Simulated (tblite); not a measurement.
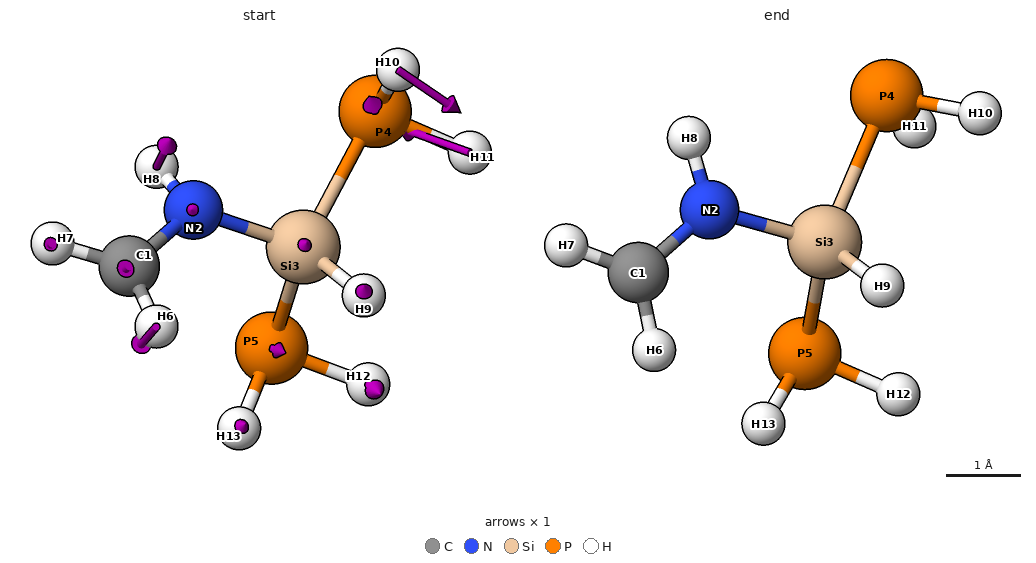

The structure of CH$_{8}$NP$_{2}$Si (multiplicity 2) before (left) and after (right) a relaxation, at one scale. The purple arrows give the displacements, at their true length.

The picture is a ball-and-stick view, seen at a tilt.

All numbers below come from tblite 0.8.0, GFN2-xTB geometry optimisation, gas phase. 

**Describe what moved and what it gained.**

The largest move after the best rigid fit is that of H11, 1.29 Å. By element the largest moves are H 1.29 Å, P 0.40 Å, C 0.34 Å, Si 0.21 Å, N 0.16 Å. Near-neighbour distances that change, for instance: C1–N2 1.472 → 1.362 Å, Si3–P5 2.186 → 2.272 Å, P4–H10 1.424 → 1.380 Å, N2–Si3 1.699 → 1.733 Å. Among the angles between lasting bonds that change: Si3–N2–H8 111.0° → 119.0°, P4–Si3–P5 110.2° → 115.0°, N2–C1–H6 122.4° → 118.2°. Groups turn about Si3–P4 by about 65°. The energy falls by 0.508 eV in 124 geometry steps.
